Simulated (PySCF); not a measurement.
# trimethoxysilane (C3H10O3Si): a tour of settings, part 2 of 2

PySCF 2.14.0. Atoms count from 0. The steps go on from the part before.

### Step 6. J couplings: LC-wPBE/6-31G

What the job is given:

```
{"job": {"kind": "j", "xc": "LC-wPBE", "basis": "6-31G", "scf": {"aux": "def2-universal-jkfit"}}, "charge": 0, "multiplicity": 1}
C     -1.605570    -1.977257     0.516630
O     -1.152746    -1.055583    -0.437618
Si     0.110964    -0.048418    -0.413377
O      1.370183    -0.808470     0.256929
C      2.634759    -0.284882     0.548159
O     -0.083919     1.309334     0.467965
C     -1.109658     2.254724     0.361413
H     -0.780009    -2.589339     0.882036
H     -2.067009    -1.463313     1.363836
H     -2.348566    -2.614162     0.034233
H      0.242799     0.230878    -1.833970
H      2.550743     0.660618     1.085798
H      3.195753    -0.118541    -0.374203
H      3.163238    -1.012853     1.165118
H     -2.077600     1.770806     0.215635
H     -1.127403     2.836426     1.284453
H     -0.922958     2.922061    -0.483486
```

With the program's defaults for keys left out, this is: LC-wPBE/6-31G indirect spin-spin coupling, non-relativistic, gas phase.

What it wrote:

```text
final grid: 132896 points
cycle   1  E = -634.8880452372  dE =  1.294e+00  |g| = 9.808e-01  |ddm| = 3.613e+00
cycle   2  E = -634.9008299686  dE = -1.278e-02  |g| = 1.015e+00  |ddm| = 1.485e+00
cycle   3  E = -635.0834306869  dE = -1.826e-01  |g| = 3.201e-02  |ddm| = 7.053e-01
cycle   4  E = -635.0838835124  dE = -4.528e-04  |g| = 8.289e-03  |ddm| = 6.616e-02
cycle   5  E = -635.0839041269  dE = -2.061e-05  |g| = 3.320e-03  |ddm| = 1.311e-02
cycle   6  E = -635.0839069259  dE = -2.799e-06  |g| = 1.208e-03  |ddm| = 4.555e-03
cycle   7  E = -635.0839073103  dE = -3.844e-07  |g| = 4.057e-04  |ddm| = 1.591e-03
cycle   8  E = -635.0839073436  dE = -3.329e-08  |g| = 5.396e-05  |ddm| = 6.010e-04
cycle   9  E = -635.0839073457  dE = -2.132e-09  |g| = 1.538e-05  |ddm| = 2.013e-04
cycle  10  E = -635.0839073458  dE = -7.981e-11  |g| = 1.229e-05  |ddm| = 3.691e-05
converged SCF energy = -635.0839073458

Indirect spin-spin couplings (Hz)
  i      j    bonds     total        FC       PSO       DSO        SD
  0 C    1 O    1      7.660     9.770    -1.956    -0.154         -
  0 C    2 Si   2      3.382     3.113     0.286     0.036    -0.053
  0 C    3 O    3     -0.574    -0.580     0.015    -0.009         -
  0 C    5 O    3      0.052     0.045    -0.012     0.019         -
  0 C    7 H    1    148.297   147.001     0.395     0.901         -
  0 C    8 H    1    144.889   143.549     0.450     0.890         -
  0 C    9 H    1    151.318   150.081     0.392     0.845         -
  0 C   10 H    3      3.826     4.259     0.051    -0.484         -
  0 C   11 H    5     -0.155     0.001     0.048    -0.204         -
  0 C   16 H    5     -0.191    -0.004     0.075    -0.262         -
  1 O    2 Si   1    -22.741   -16.871    -6.052     0.099     0.084
  1 O    4 C    3     -0.161    -0.254     0.037     0.056         -
  1 O    6 C    3     -0.102    -0.076    -0.031     0.005         -
  1 O    7 H    2     -1.251    -0.552    -0.729     0.030         -
  1 O    8 H    2     -2.354    -1.636    -0.754     0.036         -
  1 O    9 H    2     -9.138    -8.262    -0.901     0.024         -
  1 O   10 H    2    -28.770   -28.865     0.106    -0.011         -
  1 O   11 H    4      0.198     0.001     0.006     0.192         -
  1 O   12 H    4      0.170     0.002    -0.010     0.178         -
  1 O   13 H    4      0.319     0.169    -0.008     0.158         -
  1 O   14 H    4     -0.230    -0.151     0.082    -0.162         -
  1 O   16 H    4     -0.209    -0.259    -0.045     0.095         -
  2 Si   3 O    1     -8.897    -3.035    -6.055     0.101     0.092
  2 Si   4 C    2     -0.173    -0.470     0.283     0.031    -0.016
  2 Si   5 O    1    -18.051   -12.330    -5.924     0.099     0.102
  2 Si   6 C    2     -0.268    -0.566     0.287     0.028    -0.017
  2 Si   7 H    3     -1.689    -1.806     0.106     0.004     0.007
  2 Si   8 H    3     -0.298    -0.446     0.071     0.076     0.000
  2 Si   9 H    3    -10.091   -10.139    -0.189     0.329    -0.092
  2 Si  10 H    1   -279.135  -279.824     1.881    -0.684    -0.509
  2 Si  11 H    3     -1.413    -1.525     0.118    -0.009     0.002
  2 Si  12 H    3      0.391     0.225     0.135     0.045    -0.014
  2 Si  13 H    3     -9.326    -9.351    -0.204     0.335    -0.106
  2 Si  14 H    3     -2.694    -2.770     0.134    -0.057    -0.001
  2 Si  15 H    3     -8.862    -8.921    -0.165     0.319    -0.095
  2 Si  16 H    3      0.282     0.074     0.146     0.068    -0.006
  3 O    4 C    1      6.875     8.963    -1.932    -0.155         -
  3 O    6 C    3     -0.096    -0.216     0.066     0.054         -
  3 O    7 H    4     -0.223    -0.108     0.098    -0.213         -
  3 O    9 H    4      0.276     0.161    -0.019     0.134         -
  3 O   10 H    2     -9.158    -9.444     0.131     0.154         -
  3 O   11 H    2     -1.278    -0.566    -0.742     0.030         -
  3 O   12 H    2     -2.626    -1.900    -0.763     0.037         -
  3 O   13 H    2     -8.784    -7.902    -0.904     0.022         -
  3 O   14 H    4      0.279     0.084     0.009     0.186         -
  3 O   15 H    4      0.318     0.178    -0.009     0.150         -
  4 C    5 O    3     -0.558    -0.539    -0.009    -0.010         -
  4 C    9 H    5     -0.193     0.022     0.080    -0.296         -
  4 C   10 H    3     -0.494    -0.341     0.035    -0.188         -
  4 C   11 H    1    147.850   146.548     0.394     0.908         -
  4 C   12 H    1    144.480   143.142     0.454     0.884         -
  4 C   13 H    1    151.353   150.122     0.384     0.848         -
  5 O    6 C    1      7.775     9.890    -1.962    -0.153         -
  5 O    8 H    4     -0.413    -0.418     0.061    -0.056         -
  5 O   10 H    2    -12.287   -12.657     0.245     0.125         -
  5 O   12 H    4     -0.189    -0.231    -0.014     0.055         -
  5 O   13 H    4      0.279     0.166    -0.012     0.125         -
  5 O   14 H    2     -1.292    -0.572    -0.756     0.036         -
  5 O   15 H    2     -8.807    -7.930    -0.903     0.026         -
  5 O   16 H    2     -2.983    -2.232    -0.794     0.042         -
  6 C   10 H    3     -0.429    -0.346     0.022    -0.105         -
  6 C   12 H    5     -0.170     0.006     0.055    -0.231         -
  6 C   13 H    5     -0.189     0.024     0.078    -0.290         -
  6 C   14 H    1    145.754   144.392     0.456     0.906         -
  6 C   15 H    1    152.233   150.995     0.394     0.844         -
  6 C   16 H    1    145.421   144.100     0.451     0.870         -
  7 H    8 H    2    -17.336   -16.198     0.956    -2.094         -
  7 H    9 H    2    -18.512   -17.189     0.982    -2.306         -
  7 H   10 H    4     -2.035    -0.765     0.244    -1.513         -
  7 H   11 H    6     -0.432    -0.005     0.116    -0.544         -
  7 H   12 H    6     -0.519     0.017     0.182    -0.718         -
  7 H   14 H    6     -0.514    -0.010     0.191    -0.695         -
  7 H   15 H    6     -0.581    -0.008     0.229    -0.802         -
  7 H   16 H    6     -0.852    -0.011     0.337    -1.178         -
  8 H    9 H    2    -18.243   -16.927     0.994    -2.309         -
  8 H   10 H    4     -2.018    -0.548     0.354    -1.824         -
  8 H   11 H    6     -0.391    -0.005     0.088    -0.474         -
  8 H   12 H    6     -0.785    -0.006     0.304    -1.084         -
  8 H   13 H    6     -0.392     0.005     0.133    -0.530         -
  8 H   14 H    6      0.698    -0.002    -0.436     1.136         -
  8 H   16 H    6     -0.524    -0.006     0.218    -0.736         -
  9 H   10 H    4     -1.507    -0.552     0.274    -1.229         -
  9 H   11 H    6     -0.791    -0.002     0.320    -1.109         -
  9 H   12 H    6     -0.733    -0.005     0.289    -1.017         -
  9 H   13 H    6     -0.544     0.031     0.243    -0.818         -
  9 H   15 H    6     -0.593     0.006     0.277    -0.876         -
  9 H   16 H    6     -0.643     0.004     0.278    -0.925         -
 10 H   11 H    4     -0.654     0.098     0.136    -0.889         -
 10 H   12 H    4      0.286     0.037    -0.202     0.451         -
 10 H   13 H    4     -1.180    -0.046     0.401    -1.536         -
 10 H   14 H    4     -0.303     0.000    -0.012    -0.292         -
 10 H   15 H    4     -1.183    -0.052     0.428    -1.559         -
 10 H   16 H    4      0.332    -0.026    -0.220     0.577         -
 11 H   12 H    2    -16.807   -15.651     0.968    -2.124         -
 11 H   13 H    2    -18.488   -17.166     0.974    -2.296         -
 11 H   14 H    6     -0.637     0.022     0.231    -0.890         -
 11 H   16 H    6     -0.206     0.014     0.014    -0.233         -
 12 H   13 H    2    -18.548   -17.204     1.000    -2.344         -
 12 H   14 H    6     -0.794    -0.006     0.287    -1.074         -
 12 H   15 H    6     -0.574     0.001     0.229    -0.804         -
 12 H   16 H    6     -0.338    -0.005     0.078    -0.411         -
 13 H   14 H    6     -0.768     0.022     0.308    -1.098         -
 13 H   15 H    6     -0.525     0.020     0.221    -0.767         -
 13 H   16 H    6     -0.719    -0.002     0.300    -1.018         -
 14 H   15 H    2    -18.400   -17.080     0.965    -2.286         -
 14 H   16 H    2    -17.264   -16.099     0.959    -2.125         -
 15 H   16 H    2    -18.654   -17.303     1.014    -2.365         -
```

It took 53 s on 1 thread of AMD EPYC, shared host; peak memory 0.57 GiB.

This basis has no tight s functions, so the Fermi-contact terms are rough.

Couplings of 1 Hz or more, nine at most for each number of bonds, with means over like pairs (isotopes 13C, 1H, 17O, 29Si):

| pair | bonds | J (Hz) | Fermi contact (Hz) |
| --- | --- | --- | --- |
| Si2–H10 | 1 | -279.1 | -279.8 |
| C0–H7 | 1 | 148.0 | 146.7 |
| O1–Si2 | 1 | -16.6 | -10.7 |
| C0–O1 | 1 | 7.4 | 9.5 |
| H7–H8 | 2 | -18.0 | -16.8 |
| O1–H10 | 2 | -16.7 | -17.0 |
| O1–H7 | 2 | -4.3 | -3.5 |
| Si2–H7 | 3 | -3.7 | -3.9 |

The spin-dipole term was solved for some atoms only; pairs without it lack that part.

The response was solved for the nuclei of C, H, Si alone, so couplings that need other nuclei can be missing.

Quadrupole couplings from the field gradients of the same density:

| atom | isotope | eQq/h (MHz) | η |
| --- | --- | --- | --- |
| O3 | 17O | -10.3 | 0.43 |
| O5 | 17O | -10.2 | 0.39 |
| O1 | 17O | -10.1 | 0.30 |

Shifts (PBE0/pcSseg-1, unscaled) and these couplings together give the proton spectrum at 600 MHz below.

1H NMR δ 4.10 (s, 1H), 3.85 (s, 9H).

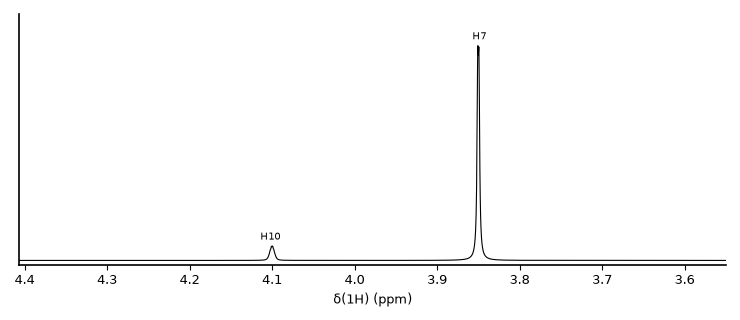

Simulated proton spectrum at 600 MHz, by exact diagonalisation of each spin system; lines 1.2 Hz wide, exchangeable protons uncoupled.

### Step 7. Run by run: NMR shifts

Shifts (ppm), means over like atoms, with basis size and wall time:

| run | C0 | H10 | H7 | O1 | Si2 | functions | time |
| --- | --- | --- | --- | --- | --- | --- | --- |
| PBE0/pcSseg-1 | 51.9 | 4.10 | 3.85 | 26.5 | -65.2 | 176 | 58 s |
| OPBE/6-311+G(2d,p) | 50.3 | 4.79 | 3.84 | 30.9 | -58.6 | 257 | 3.1 min |

### Step 8. Comparing the runs: electronic excitations

Excitations and ground-state properties, with basis size and wall time:

| run | lowest singlet (eV) | brightest (eV) | f | gap (eV) | α (Å³) | μ (D) | functions | time |
| --- | --- | --- | --- | --- | --- | --- | --- | --- |
| PBE0/def2-SVPD | 7.69 | 8.12 | 0.020 | 8.85 | 10.70 | 1.05 | 233 | 89 s |
| BHandHLYP/6-31G | 9.07 | 10.17 | 0.117 | 12.30 | 8.22 | 1.38 | 87 | 31 s |

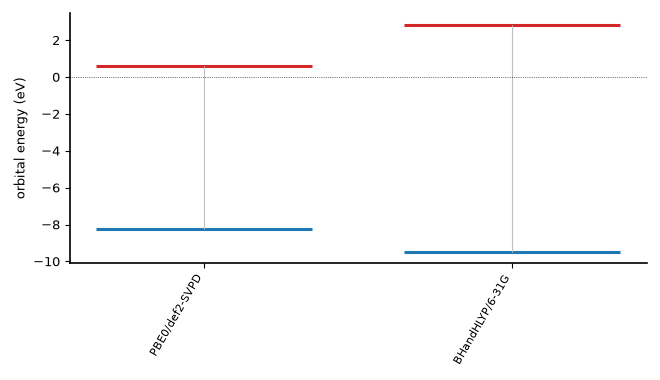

HOMO (blue) and LUMO (red) run by run.

### Step 9. Results

What follows sums up all 2 parts.

| quantity | value |
| --- | --- |
| 13C shifts against TMS (PBE0/pcSseg-1, means over atoms taken as alike) | 51.9 ppm |
| 1H shifts against TMS (PBE0/pcSseg-1, means over atoms taken as alike) | 4.10, 3.85 ppm |
| 17O shifts against H2O (PBE0/pcSseg-1, means over atoms taken as alike) | 26.5 ppm |
| 29Si shifts against TMS (PBE0/pcSseg-1) | -65.2 ppm |
| lowest singlet (PBE0/def2-SVPD) | 7.69 eV (161 nm), f = 0.002 |
| brightest single state of those computed | state 4, 8.12 eV, f = 0.020 |
| lowest triplet | 7.53 eV |
| largest coupling of the table (LC-wPBE/6-31G) | 1J(Si,H) Si2–H10, -279.1 Hz |
| range of the shift of Si2 | -65.2 to -58.6 ppm |
| range of the lowest singlet | 7.69 to 9.07 eV |

Single values in the summary come from the first run of each kind that ended normally (PBE0/pcSseg-1; PBE0/def2-SVPD; LC-wPBE/6-31G), which need not be the best level. At PBE0/pcSseg-1: The largest span, 95 ppm, is at O1, O3, O5, where the paramagnetic term is -92 ppm. The first singlet state (HOMO→LUMO 0.82) lies at 7.69 eV and is weak; of the 6 states computed, the strongest absorption comes from state 4 at 8.12 eV. The lowest triplet lies 0.16 eV below the lowest singlet (triplets in Tamm-Dancoff, singlets in full TDDFT). Of the pairs tabulated at LC-wPBE/6-31G, Si2–H10 couples most strongly (-279.1 Hz; Fermi contact -279.8 Hz). Couplings across rotatable bonds belong to this one conformer; where others are populated, the observed values are averages. Across the 2 runs the shift of Si2 moves most, between -65.2 (PBE0/pcSseg-1) and -58.6 ppm (OPBE/6-311+G(2d,p)). Most of that comes from the computed reference, not from the atom's own shielding. The lowest singlet runs from 7.69 eV (PBE0/def2-SVPD) to 9.07 eV (BHandHLYP/6-31G), while the orbital gap spans 8.85 to 12.30 eV. The lowest state need not be the same one in every run. The runs solved for a few states only, so the brightest column depends on that window. Couplings from bases without tight functions are rough.
